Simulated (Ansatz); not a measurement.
Frozen-phonon scan for GaAs (zinc blende)

GaAs (zinc blende)

```
CELL_PARAMETERS angstrom
      0.00000     5.66556     5.66556
      2.83278     2.83278     5.66556
      2.83278     2.83278     0.00000
ATOMIC_POSITIONS crystal
  As 0.00000 0.75000 0.75000
  As 0.50000 0.75000 0.75000
  Ga 0.00000 0.00000 0.00000
  Ga 0.50000 0.00000 0.00000
```

The atoms are displaced by Q × the pattern below (from a DFPT mode at X = (0.5, 0.5, 0.0), largest move 1; Q in Å), at fixed cell. (q is in reciprocal vectors of the primitive cell; the cell shown is doubled to hold the pattern.)

```csv
atom,x,y,z
Ga3,0.000,0.000,1.000
Ga4,0.000,0.000,-1.000
```

Atoms not listed stay in place.

Level of theory: r2SCAN (plane waves to 500 eV, PAW, scalar-relativistic; Ansatz, a program for electronic structure). k mesh 10×10×10 (Γ-centred), Fermi-Dirac smearing 0.05 eV. E stands for the smeared free energy. Compression counts positive. GaAs was relaxed with its symmetry unable to fall. The PAW data are Ansatz's earlier set. The zero of ΔE is the undisplaced structure.

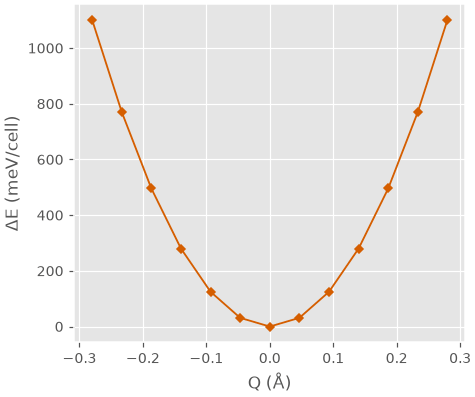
*ΔE (meV/cell) against Q (Å); computed points joined by lines.*

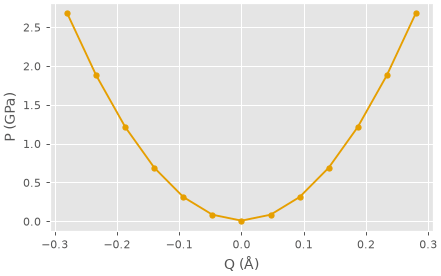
Fig. 1. P (GPa) against Q (Å); one marker a computed point.

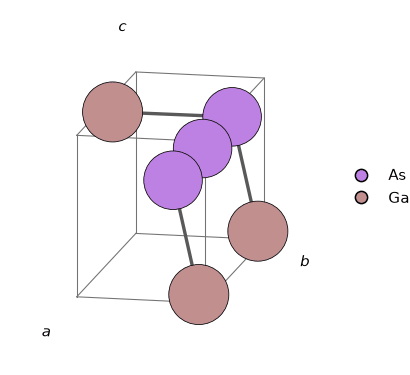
*The cell of the calculation at Q = -0.280 Å.*

The energy at Q = 0.280 Å is 1101 meV/cell. Space group of the distorted cell: P-4m2 (No. 115), lowered from F-43m. Shape of the curve: a single well with its minimum at or next to zero displacement. Wavenumber by perturbation theory (DFPT, on another k mesh): 237 cm⁻¹. Harmonic wavenumber from the curvature (finite differences): 237 cm⁻¹.

E″ = 28.75 eV/Å², M = Σ mᵢ|uᵢ|² = 139.4 u, ν̃ = 521.5·√(|E″|/M).

(For displaced atoms, the force is minus the slope of the energy, and its curvature is a force constant, which sets phonon frequencies.)
